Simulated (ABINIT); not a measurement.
**MgO (Fm-3m): a self-consistent loop beyond G0W0, cycle by cycle**

Wanted: G0W0 and self-consistent gaps of MgO (Fm-3m), with the cost of the cycles.

Method: PBE and many-body steps on it, plane waves, in ABINIT 10.8.3.

**What was measured.**

- Gap 7.83 eV: direct gap at Gamma, low temperature; bulk crystal (literature value) (quoted in “The Band-Gap Studies of Short-Period CdO/MgO Superlattices”, 2021, pmc:8035356).

- Gap 7.83 eV: literature experimental gap; bulk crystal (quoted in “Electronic structure of alkaline earth and post-transition metal oxides”, 2009, arxiv:0908.1581).

Most raw output is cut from this account.

## (1) Set-up

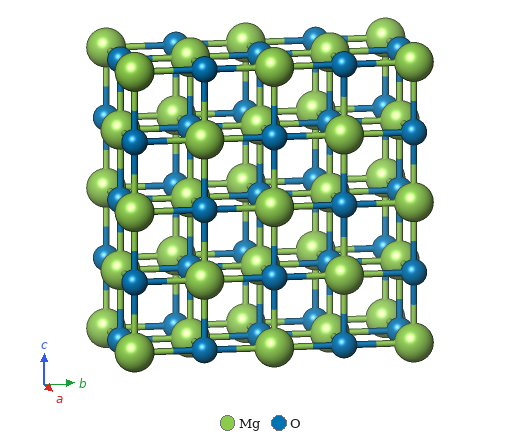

The starting structure, seen slightly off an axis (magnesium green, oxygen blue). 1×2×2 cells are drawn. This picture shows the conventional cell, with its axes. Some periodic images of atoms are drawn too.

The cell and positions are those that the Materials Project relaxed with its own functionals (PBE, PBE+U or r2SCAN), kept fixed.

## (2) Empty states on the mesh, 4×4×4 mesh, 34 bands

This step: ABINIT 10.8.3; DFT, PBE, plane waves, norm-conserving pseudopotentials.

The sums over transitions need many empty states on a uniform mesh; this step solves for them.

File run.abi:

```
acell 3*1.0 Angstrom
rprim 
  -0.000000000000 2.097001392700 2.097001392700
  2.097001392700 0.000000000000 2.097001392700
  2.097001392700 2.097001392700 0.000000000000
ntypat 2
znucl 12 8
natom 2
typat 1 2
xred 
  0.000000000000 0.000000000000 0.000000000000
  0.500000000000 0.500000000000 0.500000000000
pp_dirpath "pseudos"
pseudos "Mg.upf, O.upf"
ecut 38
ngkpt 4 4 4
nshiftk 1
shiftk 0 0 0
kptopt 1
chksymbreak 0
iscf -2
irdden 1
istwfk *1
nband 34
nbdbuf 4
tolwfr 1e-09
nstep 60
prtvol 0
indata_prefix "in"
outdata_prefix "out"
tmpdata_prefix "tmp"
```

Launch:

```bash
$ OMP_NUM_THREADS=1 mpirun -n 4 abinit run.abi > log
```

Elapsed: 2.6 s, on 4 MPI ranks of Intel Xeon Platinum 8488C (Sapphire Rapids), shared host; peak memory 0.07 GiB; 9.4 s of CPU time.

This step gave:

```yaml
gap: 4.895 eV
k_of_the_valence_top: 0, 0, 0
k_of_the_conduction_bottom: 0, 0, 0
least_direct_gap: 4.895 eV
k_points_computed: 8
lowest_point_of_the_top_converged_band_above_the_valence_top: 54.3226 eV
```

On this mesh the gap is 4.895 eV.

The density comes from a self-consistent run that is not shown.

## (3) Screening, 4×4×4 mesh, 30 bands, screening to 130.6 eV

The RPA dielectric matrix is built and inverted for each q.

This step: RPA screening on PBE, plane waves, norm-conserving pseudopotentials.

Changes to run.abi since step 2:

```diff
@@ -20,10 +20,11 @@
 chksymbreak 0
-iscf -2
-irdden 1
 istwfk *1
-nband 34
-nbdbuf 4
-tolwfr 1e-09
-nstep 60
-prtvol 0
+occopt 1
+irdwfk 1
+optdriver 3
+nband 30
+ecuteps 4.8
+inclvkb 2
+awtr 1
+symchi 1
 indata_prefix "in"
```

Run time: 3.6 s. Hardware: 4 MPI ranks; peak memory 0.4 GiB; 14 s of CPU time.

Numbers from this step:

- ε∞ with local fields, on this mesh, along the program's q direction: 3.159
- the same without local fields: 3.36
- plasma frequency: 34.59 eV
- plane waves in the screening matrix: 59

Local fields lower ε∞ by 6 %. On a Γ-centred mesh this coarse the value itself is usually too large, while a short band sum pulls it down.

## (4) G0W0

The self-energy is evaluated for the states that the input lists, and the levels follow from it, in one-shot runs by the linearised quasiparticle equation.

This step: G0W0 on PBE, plane waves, norm-conserving pseudopotentials.

Changes to run.abi since step 3:

```diff
@@ -23,8 +23,15 @@
 irdwfk 1
-optdriver 3
+optdriver 4
 nband 30
+gwcalctyp 0
+ecutsigx 38
+symsigma 1
+nkptgw 1
+kptgw 
+  0.0000000000 0.0000000000 0.0000000000
+bdgw 
+  6 12
 ecuteps 4.8
-inclvkb 2
-awtr 1
-symchi 1
+irdscr 1
+ppmodel 1
 indata_prefix "in"
```

Run time: 2 s. Hardware: 4 MPI ranks; peak memory 0.11 GiB.

Numbers from this step:

- G0W0 gap on the points computed: 7.002 eV
- starting gap on the mesh: 4.895 eV
- k of the valence top: 0, 0, 0
- k of the conduction bottom: 0, 0, 0
- Z at the valence top: 0.811
- Z at the conduction bottom: 0.857
- least direct G0W0 gap on the computed points: 7.002 eV

The gap on the mesh goes from 4.89 eV to 7.00 eV, a correction of +2.11 eV.

## (5) evGW0, cycle 1

This step: evGW0 on PBE, plane waves, norm-conserving pseudopotentials.

Changes to run.abi since step 4:

```diff
@@ -25,10 +25,24 @@
 nband 30
-gwcalctyp 0
+gwcalctyp 10
 ecutsigx 38
 symsigma 1
-nkptgw 1
+nkptgw 8
 kptgw 
   0.0000000000 0.0000000000 0.0000000000
+  0.2500000000 0.0000000000 0.0000000000
+  0.5000000000 0.0000000000 0.0000000000
+  0.2500000000 0.2500000000 0.0000000000
+  0.5000000000 0.2500000000 0.0000000000
+  -0.2500000000 0.2500000000 0.0000000000
+  0.5000000000 0.5000000000 0.0000000000
+  -0.2500000000 0.5000000000 0.2500000000
 bdgw 
-  6 12
+  1 18
+  1 18
+  1 18
+  1 18
+  1 18
+  1 18
+  1 18
+  1 18
 ecuteps 4.8
```

Wall time 11 s (4 MPI ranks); peak memory 0.7 GiB; 43 s of CPU time.

Numbers from this step:

* quasiparticle gap on the mesh: 7.408 eV
* gap of the density functional on the mesh: 4.895 eV
* k of the valence top: 0, 0, 0
* k of the conduction bottom: 0, 0, 0
* Z at the valence top: 0.811
* Z at the conduction bottom: 0.857
* least direct quasiparticle gap on the computed points: 7.408 eV

Against G0W0 in ABINIT (4×4×4 mesh, 30 bands, screening to 130.6 eV, Godby-Needs plasmon pole), the gap moves by +0.406 eV. This first cycle still uses the starting levels; it takes the full correction, at all points of the mesh, and its linearised value is 7.002 eV.

## (6) evGW0, cycle 2

The corrected levels of the last cycle go back in.

Changes to run.abi since step 5:

```diff
@@ -50,2 +50,3 @@
 ppmodel 1
+irdqps 1
 indata_prefix "in"
```

Wall time 11 s (4 MPI ranks); peak memory 0.7 GiB.

Numbers from this step:

```
quasiparticle gap on the mesh                         : 7.348 eV
gap of the density functional on the mesh             : 4.895 eV
k of the valence top                                  : 0, 0, 0
k of the conduction bottom                            : 0, 0, 0
least direct quasiparticle gap on the computed points : 7.348 eV
```

Against the cycle before, the gap moves by −0.060 eV.

## (7) evGW0, cycle 3

run.abi is that of step 6.

It took 11 s on 4 MPI ranks; peak memory 0.7 GiB.

Numbers from this step:

- quasiparticle gap on the mesh: 7.342 eV
- gap of the density functional on the mesh: 4.895 eV
- k of the valence top: 0, 0, 0
- k of the conduction bottom: 0, 0, 0
- least direct quasiparticle gap on the computed points: 7.342 eV

Against the cycle before, the gap moves by −0.006 eV.

## (8) Screening, 4×4×4 mesh, 30 bands, screening to 130.6 eV

This step: RPA screening on PBE, plane waves, norm-conserving pseudopotentials.

File run.abi:

```
acell 3*1.0 Angstrom
rprim 
  -0.000000000000 2.097001392700 2.097001392700
  2.097001392700 0.000000000000 2.097001392700
  2.097001392700 2.097001392700 0.000000000000
ntypat 2
znucl 12 8
natom 2
typat 1 2
xred 
  0.000000000000 0.000000000000 0.000000000000
  0.500000000000 0.500000000000 0.500000000000
pp_dirpath "pseudos"
pseudos "Mg.upf, O.upf"
ecut 38
ngkpt 4 4 4
nshiftk 1
shiftk 0 0 0
kptopt 1
chksymbreak 0
istwfk *1
occopt 1
irdwfk 1
optdriver 3
nband 30
ecuteps 4.8
inclvkb 2
awtr 1
symchi 1
gwcalctyp 10
mbpt_sciss 3.007 eV
nqptdm 1
qptdm 
  0 0 0
indata_prefix "in"
outdata_prefix "out"
tmpdata_prefix "tmp"
```

Wall time 2 s (4 MPI ranks); peak memory 0.1 GiB; 7.3 s of CPU time.

Numbers from this step:

```
ε∞ with local fields, on this mesh, along the program's q direction : 2.711
the same without local fields                                       : 2.853
plasma frequency                                                    : 34.59 eV
plane waves in the screening matrix                                 : 59
```

This screening uses the functional's bands under a rigid shift, the mean opening of the cycle before.

## (9) Screening, 4×4×4 mesh, 30 bands, screening to 130.6 eV

This step: RPA screening on PBE from quasiparticle energies, plane waves, norm-conserving pseudopotentials.

Changes to run.abi since step 8:

```diff
@@ -29,7 +29,13 @@
 symchi 1
+irdqps 1
 gwcalctyp 10
-mbpt_sciss 3.007 eV
-nqptdm 1
+nqptdm 7
 qptdm 
-  0 0 0
+  0.2500000000 0.0000000000 0.0000000000
+  0.5000000000 0.0000000000 0.0000000000
+  0.2500000000 0.2500000000 0.0000000000
+  0.5000000000 0.2500000000 0.0000000000
+  -0.2500000000 0.2500000000 0.0000000000
+  0.5000000000 0.5000000000 0.0000000000
+  -0.2500000000 0.5000000000 0.2500000000
 indata_prefix "in"
```

File mrgscr.stdin:

```
2
merged
q0_SCR
out_SCR
1
```

Launch:

```bash
$ OMP_NUM_THREADS=1 mpirun -n 4 abinit run.abi > log; mrgscr < mrgscr.stdin
```

Elapsed: 3.5 s, on 4 MPI ranks; peak memory 0.39 GiB.

This step gave:

| Item | Value |
| --- | --- |
| plasma frequency | 34.59 eV |
| plane waves in the screening matrix | 59 |

This screening reads the quasiparticle levels of the cycle before.

## (10) evGW, cycle 1

This step: evGW on PBE, plane waves, norm-conserving pseudopotentials.

Changes to run.abi since step 9:

```diff
@@ -23,12 +23,10 @@
 irdwfk 1
-optdriver 3
+optdriver 4
 nband 30
-ecuteps 4.8
-inclvkb 2
-awtr 1
-symchi 1
-irdqps 1
 gwcalctyp 10
-nqptdm 7
-qptdm 
+ecutsigx 38
+symsigma 1
+nkptgw 8
+kptgw 
+  0.0000000000 0.0000000000 0.0000000000
   0.2500000000 0.0000000000 0.0000000000
@@ -40,2 +38,15 @@
   -0.2500000000 0.5000000000 0.2500000000
+bdgw 
+  1 18
+  1 18
+  1 18
+  1 18
+  1 18
+  1 18
+  1 18
+  1 18
+ecuteps 4.8
+irdscr 1
+ppmodel 1
+irdqps 1
 indata_prefix "in"
```

Launch:

```bash
$ OMP_NUM_THREADS=1 mpirun -n 4 abinit run.abi > log
```

Elapsed: 11 s, on 4 MPI ranks; peak memory 0.7 GiB.

Numbers from this step:

| Property | Result |
| --- | --- |
| quasiparticle gap on the mesh | 7.965 eV |
| gap of the density functional on the mesh | 4.895 eV |
| k of the valence top | 0, 0, 0 |
| k of the conduction bottom | 0, 0, 0 |
| least direct quasiparticle gap on the computed points | 7.965 eV |

Against G0W0 in ABINIT (4×4×4 mesh, 30 bands, screening to 130.6 eV, Godby-Needs plasmon pole), the gap moves by +0.963 eV.

## (11) Screening, 4×4×4 mesh, 30 bands, screening to 130.6 eV

This step: RPA screening on PBE, plane waves, norm-conserving pseudopotentials.

File run.abi:

```
acell 3*1.0 Angstrom
rprim 
  -0.000000000000 2.097001392700 2.097001392700
  2.097001392700 0.000000000000 2.097001392700
  2.097001392700 2.097001392700 0.000000000000
ntypat 2
znucl 12 8
natom 2
typat 1 2
xred 
  0.000000000000 0.000000000000 0.000000000000
  0.500000000000 0.500000000000 0.500000000000
pp_dirpath "pseudos"
pseudos "Mg.upf, O.upf"
ecut 38
ngkpt 4 4 4
nshiftk 1
shiftk 0 0 0
kptopt 1
chksymbreak 0
istwfk *1
occopt 1
irdwfk 1
optdriver 3
nband 30
ecuteps 4.8
inclvkb 2
awtr 1
symchi 1
gwcalctyp 10
mbpt_sciss 3.687 eV
nqptdm 1
qptdm 
  0 0 0
indata_prefix "in"
outdata_prefix "out"
tmpdata_prefix "tmp"
```

Wall time 1.9 s (4 MPI ranks); peak memory 0.1 GiB; 6.8 s of CPU time.

Numbers from this step:

* ε∞ with local fields, on this mesh, along the program's q direction: 2.637
* the same without local fields: 2.770
* plasma frequency: 34.59 eV
* plane waves in the screening matrix: 59

This screening uses the functional's bands under a rigid shift, the mean opening of the cycle before.

## (12) Screening, 4×4×4 mesh, 30 bands, screening to 130.6 eV

This step: RPA screening on PBE from quasiparticle energies, plane waves, norm-conserving pseudopotentials.

Changes to run.abi since step 11:

```diff
@@ -29,7 +29,13 @@
 symchi 1
+irdqps 1
 gwcalctyp 10
-mbpt_sciss 3.687 eV
-nqptdm 1
+nqptdm 7
 qptdm 
-  0 0 0
+  0.2500000000 0.0000000000 0.0000000000
+  0.5000000000 0.0000000000 0.0000000000
+  0.2500000000 0.2500000000 0.0000000000
+  0.5000000000 0.2500000000 0.0000000000
+  -0.2500000000 0.2500000000 0.0000000000
+  0.5000000000 0.5000000000 0.0000000000
+  -0.2500000000 0.5000000000 0.2500000000
 indata_prefix "in"
```

mrgscr.stdin is that of step 9.

Launch:

```bash
$ OMP_NUM_THREADS=1 mpirun -n 4 abinit run.abi > log; mrgscr < mrgscr.stdin
```

Elapsed: 3.5 s, on 4 MPI ranks; peak memory 0.39 GiB.

This step gave:

* plasma frequency: 34.59 eV
* plane waves in the screening matrix: 59

This screening reads the quasiparticle levels of the cycle before.

## (13) evGW, cycle 2

This step: evGW on PBE, plane waves, norm-conserving pseudopotentials.

Changes to run.abi since step 12:

```diff
@@ -23,12 +23,10 @@
 irdwfk 1
-optdriver 3
+optdriver 4
 nband 30
-ecuteps 4.8
-inclvkb 2
-awtr 1
-symchi 1
-irdqps 1
 gwcalctyp 10
-nqptdm 7
-qptdm 
+ecutsigx 38
+symsigma 1
+nkptgw 8
+kptgw 
+  0.0000000000 0.0000000000 0.0000000000
   0.2500000000 0.0000000000 0.0000000000
@@ -40,2 +38,15 @@
   -0.2500000000 0.5000000000 0.2500000000
+bdgw 
+  1 18
+  1 18
+  1 18
+  1 18
+  1 18
+  1 18
+  1 18
+  1 18
+ecuteps 4.8
+irdscr 1
+ppmodel 1
+irdqps 1
 indata_prefix "in"
```

Launch:

```bash
$ OMP_NUM_THREADS=1 mpirun -n 4 abinit run.abi > log
```

Elapsed: 11 s, on 4 MPI ranks; peak memory 0.7 GiB.

Numbers from this step:

```
quasiparticle gap on the mesh                         : 8.062 eV
gap of the density functional on the mesh             : 4.895 eV
k of the valence top                                  : 0, 0, 0
k of the conduction bottom                            : 0, 0, 0
least direct quasiparticle gap on the computed points : 8.062 eV
```

Against the cycle before, the gap moves by +0.097 eV.

## (14) Screening, 4×4×4 mesh, 30 bands, screening to 130.6 eV

This step: RPA screening on PBE, plane waves, norm-conserving pseudopotentials.

File run.abi:

```
acell 3*1.0 Angstrom
rprim 
  -0.000000000000 2.097001392700 2.097001392700
  2.097001392700 0.000000000000 2.097001392700
  2.097001392700 2.097001392700 0.000000000000
ntypat 2
znucl 12 8
natom 2
typat 1 2
xred 
  0.000000000000 0.000000000000 0.000000000000
  0.500000000000 0.500000000000 0.500000000000
pp_dirpath "pseudos"
pseudos "Mg.upf, O.upf"
ecut 38
ngkpt 4 4 4
nshiftk 1
shiftk 0 0 0
kptopt 1
chksymbreak 0
istwfk *1
occopt 1
irdwfk 1
optdriver 3
nband 30
ecuteps 4.8
inclvkb 2
awtr 1
symchi 1
gwcalctyp 10
mbpt_sciss 3.796 eV
nqptdm 1
qptdm 
  0 0 0
indata_prefix "in"
outdata_prefix "out"
tmpdata_prefix "tmp"
```

Run time: 1.9 s. Hardware: 4 MPI ranks; peak memory 0.1 GiB; 6.9 s of CPU time.

This step gave:

```
ε∞ with local fields, on this mesh, along the program's q direction : 2.626
the same without local fields                                       : 2.757
plasma frequency                                                    : 34.59 eV
plane waves in the screening matrix                                 : 59
```

This screening uses the functional's bands under a rigid shift, the mean opening of the cycle before.

## (15) Screening, 4×4×4 mesh, 30 bands, screening to 130.6 eV

This step: RPA screening on PBE from quasiparticle energies, plane waves, norm-conserving pseudopotentials.

Changes to run.abi since step 14:

```diff
@@ -29,7 +29,13 @@
 symchi 1
+irdqps 1
 gwcalctyp 10
-mbpt_sciss 3.796 eV
-nqptdm 1
+nqptdm 7
 qptdm 
-  0 0 0
+  0.2500000000 0.0000000000 0.0000000000
+  0.5000000000 0.0000000000 0.0000000000
+  0.2500000000 0.2500000000 0.0000000000
+  0.5000000000 0.2500000000 0.0000000000
+  -0.2500000000 0.2500000000 0.0000000000
+  0.5000000000 0.5000000000 0.0000000000
+  -0.2500000000 0.5000000000 0.2500000000
 indata_prefix "in"
```

mrgscr.stdin is that of step 12.

Launch:

```bash
$ OMP_NUM_THREADS=1 mpirun -n 4 abinit run.abi > log; mrgscr < mrgscr.stdin
```

Run time: 3.6 s. Hardware: 4 MPI ranks; peak memory 0.39 GiB; 14 s of CPU time.

This step gave:

| Item | Value |
| --- | --- |
| plasma frequency | 34.59 eV |
| plane waves in the screening matrix | 59 |

This screening reads the quasiparticle levels of the cycle before.

## (16) evGW, cycle 3

This step: evGW on PBE, plane waves, norm-conserving pseudopotentials.

Changes to run.abi since step 15:

```diff
@@ -23,12 +23,10 @@
 irdwfk 1
-optdriver 3
+optdriver 4
 nband 30
-ecuteps 4.8
-inclvkb 2
-awtr 1
-symchi 1
-irdqps 1
 gwcalctyp 10
-nqptdm 7
-qptdm 
+ecutsigx 38
+symsigma 1
+nkptgw 8
+kptgw 
+  0.0000000000 0.0000000000 0.0000000000
   0.2500000000 0.0000000000 0.0000000000
@@ -40,2 +38,15 @@
   -0.2500000000 0.5000000000 0.2500000000
+bdgw 
+  1 18
+  1 18
+  1 18
+  1 18
+  1 18
+  1 18
+  1 18
+  1 18
+ecuteps 4.8
+irdscr 1
+ppmodel 1
+irdqps 1
 indata_prefix "in"
```

Launch:

```bash
$ OMP_NUM_THREADS=1 mpirun -n 4 abinit run.abi > log
```

Elapsed: 11 s, on 4 MPI ranks; peak memory 0.7 GiB; 45 s of CPU time.

This step gave:

```yaml
quasiparticle_gap_on_the_mesh: 8.076 eV
gap_of_the_density_functional_on_the_mesh: 4.895 eV
k_of_the_valence_top: 0, 0, 0
k_of_the_conduction_bottom: 0, 0, 0
least_direct_quasiparticle_gap_on_the_computed_points: 8.076 eV
```

Against the cycle before, the gap moves by +0.014 eV.

(Part 1 of 2 ends here.)

[Paths, hosts, dates, memory and timing lines, banners, echoed tables and standing remarks are left out of the program output.]

[Logs are printed without paths, hosts, clocks, repeated set-up lines and the standing remarks that a program may print on its own settings, such as how far it seeks lower states.]

[Runs of the session that timed out or met a known fault of the program may be left out.]

[No measured gap is set beside runs whose start may be inverted or whose files or cutoffs have a known fault.]

[Loops that did not settle are left out.]

[Hosts, paths, dates, database ids (printed as entryN), source tags and the programs' standing remarks are cut or masked in the printed files.]

[G0W0 gaps are taken among the corrected bands and points alone; a level outside them can change the order at an edge.]

[Where Ansatz stands beside ABINIT at settings called matched, ABINIT's density can come from a denser mesh and the files from another edition; pairs whose starting gaps differed by over 0.03 eV were left out, so agreement reads better than it is.]
